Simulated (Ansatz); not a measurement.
# ZnS (P6_3mc): a single-point run

Wanted: a converged single-point run for ZnS (P6_3mc), and a check of what comes out. The structure is shown as the input types it.

Computed with Ansatz 0.2.0 (DFT PBE, scalar-relativistic, plane waves, PAW, unless a step's input says otherwise).

1 further run of the same task is left out (it didn't finish). Runs told in other sessions of the task aren't counted.

### 1 The starting structure

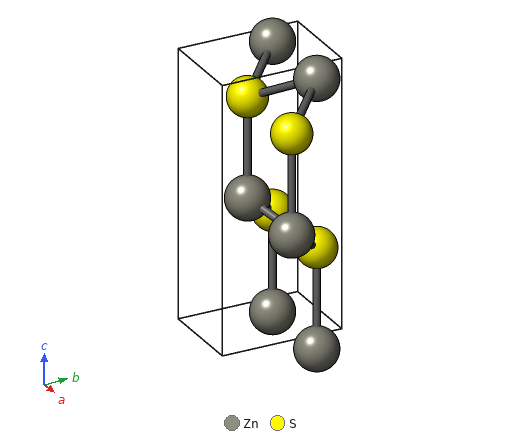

The starting structure, seen slightly off an axis (zinc grey, sulfur yellow). 2×1×1 cells are drawn.

Structure file:

```
CELL_PARAMETERS angstrom
3.84575 0.00000 0.00000
-1.92287 3.33051 0.00000
0.00000 0.00000 6.30438
ATOMIC_POSITIONS crystal
Zn 0.33333 0.66667 0.00520
Zn 0.66667 0.33333 0.50520
S 0.33333 0.66667 0.37980
S 0.66667 0.33333 0.87980
```

### 2 Running it

input.yaml reads:

```yaml
crystal:
  lattice:
    - [3.845747282562, 0.0, 0.0]
    - [-1.922873641281, 3.330514843233, 0.0]
    - [0.0, 0.0, 6.3043756624]
  atoms:
    - { symbol: Zn, position: [0.3333333333333, 0.6666666666667, 0.005201937] }
    - { symbol: Zn, position: [0.6666666666667, 0.3333333333333, 0.505201937] }
    - { symbol: S, position: [0.3333333333333, 0.6666666666667, 0.379798063] }
    - { symbol: S, position: [0.6666666666667, 0.3333333333333, 0.879798063] }
basis:
  ecutwfc: "50 eV"
  ecutrho_ratio: 4
kpoints:
  mp_grid: { grid: [10, 10, 6] }
hamiltonian:
  xc: pbe
scf:
  occupations: { method: gaussian, width: 0.05 }
  max_iter: 75
output:
  forces: true
  stress: true
```

The run is started by

```console
ansatz run input.yaml --threads 2 --pin off --max-ram 2662MiB --backend cpu --events-out ev --progress --plain --runs-dir out
```

Output:

```text
Warning: basis.ecutwfc = 50 eV is below the records' recommended 420 eV, and the density's cutoff is lower with it unless basis.ecutrho_ratio is high enough to keep the records' density cutoff: compare with a run at a higher cutoff
Warning: basis.ecutrho_ratio = 4 (ecutrho = 200 eV) is below the records' recommended 1680 eV
Warning: RAYON_NUM_THREADS=2 ignored (pool sized by the plan → 2); use --threads N
Engine: ansatz 0.2.0, aarch64-unknown-linux-gnu
Pseudopotentials: kind: paw
Pseudopotential: Zn, paw, valence charge 12, recommended cutoff 420 eV (normal), Zn.paw.azcp
Pseudopotential: S, paw, valence charge 6, recommended cutoff 420 eV (normal), S.paw.azcp
Functional definition: PBE
  parameter kappa = 0.804
  parameter beta = 0.06672455060314922
  exchange = pbe_x(kappa = kappa, mu = beta*pi^2/3)
  correlation = pbe_c(beta = beta)
Crystal: 4 atoms, lattice volume = 80.748 Å³
Basis set: ecut = 50 eV, 67 PW (Γ), exchange–correlation on 18×18×30 points (8 copies of the dense FFT grid, shifted against one another)
Bands: 22, of which v1, the nominal top of the filled ones, is band 18 counted from 1 (17 counted from 0)
Symmetry: 12 space group operations
Space group: P63mc (ITA 186), of the structure as read, at distance tolerance 4.3e-5 Å
k-points: 56 of 600 (time reversal used)
Non-local potential: Zn, projectors of the file, l = 0: 2, l = 1: 2, l = 2: 3, l = 3: 1
Non-local potential: S, projectors of the file, l = 0: 2, l = 1: 2, l = 2: 2
PAW form: soft (Blöchl's): semilocal exchange-correlation on the pseudo side does not see the compensation charge
PAW one-centre angular grid: Zn, 590 points (default); XC on 64 Gauss nodes
PAW one-centre angular grid: S, 110 points (default); XC on 64 Gauss nodes
Initial density: superposition of atomic densities (neutral atoms: chi_scale 0, normalization atom), corrected by the library's trained network
Initial wavefunctions: pseudopotential atomic-orbital guess
Functional: x = pbe(κ = 0.804, μ = 0.2195149727645171), c = pbe(β = 0.06672455060314922)
SCF iter   1: F=—  HF=-8103.069246 eV  |F-HF|=—  |Δ(HF+E_count)|=         —  Δρ=1.58e0  dr2=1.54e3  ethr=1.77e-3  ⟨swp⟩=1.0  Hψ=3629  notcnv=0
preconditioner: auto → LDOS  [metal: Δε(μ)=0.026 eV  Ē_g=10.602 eV  σ=0.050 eV  W_gap=0.28  n_scr=22 (ndim 8)  ℏωp=24.8 eV  f_vac=0.329  D(μ)=2.68/eV (n_scr^D=22)  β→1.0]
SCF iter   2: F=—  HF=-7280.865388 eV  |F-HF|=—  |Δ(HF+E_count)|=    8.22e2  Δρ=1.46e-1  dr2=2.11e1  ethr=1.77e-3  ⟨swp⟩=8.3  Hψ=8455  notcnv=0  defer=16
SCF iter   3: F=—  HF=-7261.168870 eV  |F-HF|=—  |Δ(HF+E_count)|=    1.97e1  Δρ=2.74e-2  dr2=8.40e-1  ethr=1.77e-3  ⟨swp⟩=5.1  Hψ=3879  notcnv=0  defer=9
SCF iter   4: F=—  HF=-7260.726526 eV  |F-HF|=—  |Δ(HF+E_count)|=   4.42e-1  Δρ=7.71e-3  dr2=8.36e-2  ethr=1.77e-3  ⟨swp⟩=2.4  Hψ=2732  notcnv=0  defer=5
SCF iter   5: F=—  HF=-7260.704080 eV  |F-HF|=—  |Δ(HF+E_count)|=   2.24e-2  Δρ=2.28e-3  dr2=7.88e-3  ethr=2.32e-4  ⟨swp⟩=2.9  Hψ=2440  notcnv=0  defer=9
SCF iter   6: F=—  HF=-7260.703853 eV  |F-HF|=—  |Δ(HF+E_count)|=   2.27e-4  Δρ=6.36e-4  dr2=6.06e-4  ethr=2.19e-5  ⟨swp⟩=2.7  Hψ=2082  notcnv=0  defer=7
SCF iter   7: F=—  HF=-7260.703760 eV  |F-HF|=—  |Δ(HF+E_count)|=   9.29e-5  Δρ=1.32e-4  dr2=2.67e-5  ethr=1.68e-6  ⟨swp⟩=2.6  Hψ=2014  notcnv=0  defer=7
SCF iter   8: F=—  HF=-7260.279359 eV  |F-HF|=—  |Δ(HF+E_count)|=   4.24e-1  Δρ=2.70e-4  dr2=6.53e-5  ethr=7.43e-8  ⟨swp⟩=3.2  Hψ=2819  notcnv=0  defer=7
SCF iter   9: F=—  HF=-7260.279350 eV  |F-HF|=—  |Δ(HF+E_count)|=   9.77e-6  Δρ=1.99e-4  dr2=3.57e-5  ethr=7.43e-8  ⟨swp⟩=1.0  Hψ=1225  notcnv=0  defer=7
SCF iter  10: F=—  HF=-7260.279339 eV  |F-HF|=—  |Δ(HF+E_count)|=   1.02e-5  Δρ=6.17e-5  dr2=3.53e-6  ethr=7.43e-8  ⟨swp⟩=2.6  Hψ=1987  notcnv=0  defer=7
SCF iter  11: F=-7260.279338 eV  HF=-7260.279338 eV  |F-HF|=2.48e-10  |Δ(HF+E_count)|=   1.08e-6  Δρ=8.74e-7  dr2=9.36e-10  ethr=2.78e-10  ⟨swp⟩=6.2  Hψ=6835  notcnv=0
Error: refused after 11 iterations: one_centre_occupation = 3.95e0 (threshold 2.00e0); read on the Zn atom at site 1 (counted from 0), in its partial waves of l = 0. The loop had accepted its state. The figure is how many electrons the atom's PAW partial-wave expansion lays in one spin orbital inside its sphere. Of a state that the partial waves describe, at an atom whose sphere does not reach far into another's, it is at most what a level can hold: about one, and more with the corrected tetrahedra; the threshold leaves room over one. Most likely the run has filled a ghost state, a level that the dataset's projectors bind and the atom lacks (a dataset that is sound under one functional can have one under another), or spheres, of atoms or of an atom and its images, overlap so deeply that the expansion counts electrons twice. The SCF's residuals do not see that, and the energy, the forces and the levels can be wrong by many eV: no result is given. To try: another dataset for the element (`hamiltonian.pseudopotentials`: `source: ansatz` if the run read another table, another `kind`, or another file under `azcp`); where atoms stand so close that spheres overlap deeply, one of a smaller sphere or a norm-conserving one, and a check of the cell and the positions; where they do not, in a run that starts from atoms and not from what this one saved, a damped mixing, which may end on a state that leaves the ghost empty: `scf.mixing.preconditioner: none` with `scf.mixing.beta` at its default or smaller; at another step of the mixing, smaller or larger, or under a restart policy an SCF can converge to a state of higher free energy: the input reference at `scf.mixing.restart` says how to compare two converged runs, both of this deck on this dataset (the refused run is not one); this check reads filled levels alone, so hold a damped run's empty levels and gap against another dataset's. If no spheres overlap deeply and the dataset is of this program's library, report it, with the deck
```

Run time: 0.86 s. Hardware: 2 threads of Arm Neoverse V2, shared host; peak memory 0.23 GiB.

### 3 Diagnosis

The SCF settled after 11 cycles, but the program rejected the state: the PAW expansion on Zn puts 3.95 electrons into one spin orbital, where Pauli's rule allows one and the program refuses over 2. Such a state lies outside what the potentials can describe, so there is no result.

Look at the input: basis.ecutwfc is 50 eV. The basis cutoff is far too low: the plane waves can't represent the orbitals near the cores. The potentials' recommended cutoff is 420 eV.

What to do: set basis.ecutwfc to 420.

### 4 Again, with the input mended

Other changes include scf.max_iter, kpoints.band_path, scf.n_extra_bands, output requests.

input.yaml reads:

```yaml
crystal:
  lattice:
    - [3.8457472826, 0.0, 0.0]
    - [-1.9228736413, 3.3305148432, 0.0]
    - [0.0, 0.0, 6.3043756624]
  atoms:
    - { symbol: Zn, position: [0.3333333333, 0.6666666667, 0.005201937] }
    - { symbol: Zn, position: [0.6666666667, 0.3333333333, 0.505201937] }
    - { symbol: S, position: [0.3333333333, 0.6666666667, 0.379798063] }
    - { symbol: S, position: [0.6666666667, 0.3333333333, 0.879798063] }
basis:
  ecutwfc: 420
  ecutrho_ratio: 4
kpoints:
  mp_grid: { grid: [10, 10, 6] }
  band_path:
    path:
      - [[0.0, 0.0, 0.0], [0.5, 0.0, 0.0], [0.33333333, 0.33333333, 0.0], [0.0, 0.0, 0.0], [0.0, 0.0, 0.5], [0.5, 0.0, 0.5], [0.33333333, 0.33333333, 0.5], [0.0, 0.0, 0.5]]
      - [[0.5, 0.0, 0.5], [0.5, 0.0, 0.0]]
      - [[0.33333333, 0.33333333, 0.5], [0.33333333, 0.33333333, 0.0]]
    npoints: 14
hamiltonian:
  xc: pbe
scf:
  occupations: { method: gaussian, width: 0.05 }
  n_extra_bands: 15
output:
  forces: true
  stress: true
  eigenvalues: true
  populations: true
  dos: { projected: true, de: 0.02, nscf_kmesh: { grid: [15, 15, 9] } }
  bader: true
  write_density: true
  write_potential: true
  elf: true
  volumetric_format: npy
```

The run is started by

```console
ansatz run input.yaml --threads 2 --pin off --max-ram 2662MiB --backend cpu --events-out ev --progress --plain --runs-dir out
```

The main lines of its log:

```text
[...]
Basis set: ecut = 420 eV, 1581 PW (Γ), exchange–correlation on 54×54×90 points (8 copies of the dense FFT grid, shifted against one another)
[...]
k-points: 56 of 600 (time reversal used)
[...]
SCF iter   1: F=—  HF=-8445.457285 eV  |F-HF|=—  |Δ(HF+E_count)|=         —  Δρ=4.91e-4  dr2=1.57e-4  ethr=1.77e-3  ⟨swp⟩=5.9  Hψ=8902  notcnv=0  defer=187
preconditioner: auto → Resta (q_TF=auto, 2.385 Å⁻¹)  ε∞=3.7  [insulator: Δε(μ)=2.074 eV  Ē_g=15.032 eV  σ=0.050 eV  W_gap=1.00  n_scr=22 (ndim 8)  ℏωp=24.8 eV  f_vac=0.041  D(μ)=0.00/eV (n_scr^D=0)  ε∞_Penn≈3.7]
SCF iter   2: F=—  HF=-8445.457470 eV  |F-HF|=—  |Δ(HF+E_count)|=   1.84e-4  Δρ=5.35e-4  dr2=2.06e-4  ethr=4.37e-7  ⟨swp⟩=2.7  Hψ=3467  notcnv=0  defer=304
[...]
SCF iter   6: F=—  HF=-8445.457459 eV  |F-HF|=—  |Δ(HF+E_count)|=   1.07e-6  Δρ=1.32e-5  dr2=1.09e-7  ethr=1.66e-9  ⟨swp⟩=2.0  Hψ=2394  notcnv=0  defer=304
SCF iter   7: F=-8445.457460 eV  HF=-8445.457460 eV  |F-HF|=1.20e-8  |Δ(HF+E_count)|=   3.65e-8  Δρ=5.88e-6  dr2=2.45e-8  ethr=2.78e-10  ⟨swp⟩=12.3  Hψ=11828  notcnv=0
[...]
SCF converged after 7 iterations
Free energy (F): -8445.457460 eV
[...]
E sigma→0 (E₀):  -8445.457460 eV
Fermi energy:    6.547746 eV
[...]
  P = ⅓ Tr σ = -0.0088 GPa (-0.088 kbar)
[...]
```

It took 41 s on 2 threads of Arm Neoverse V2, shared host; peak memory 0.48 GiB.

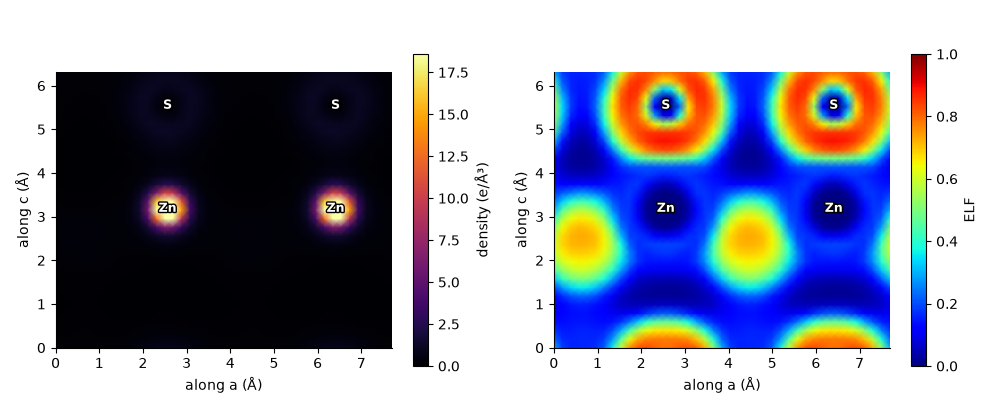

Density (left) and ELF (right) in a lattice plane of the grid's cell (edges 3.85 and 6.30 Å, at 0.333 of the third edge), which holds Zn and S. Only atoms in the plane are labelled; the density scale stops at 18.59 e/Å³. Both are smooth fields of the valence electrons: close to the nuclei they are not physical.

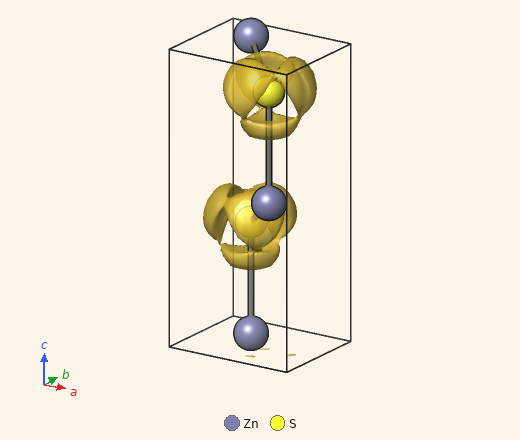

Surface of ELF = 0.84, drawn in one cell.

Maxima of ELF outside the ion cores: 0.90 on the S–Zn line, 0.8 Å from S.

### 5 Outcome

```
                           quantity                          value
                          first try  result refused, 11 SCF cycles
                              cause             cutoff far too low
                         second try        converged, 7 SCF cycles
energy (zero set by the potentials)                  -8445.4575 eV
                           pressure                      -0.01 GPa
                    gap on the mesh                        2.08 eV
                      largest force                     0.000 eV/Å
```

**Reading.** The second try converges in 7 SCF cycles.

The gaps are Kohn-Sham values of a semilocal functional, not quasiparticle or optical gaps. Such gaps usually fall short of the measured ones.
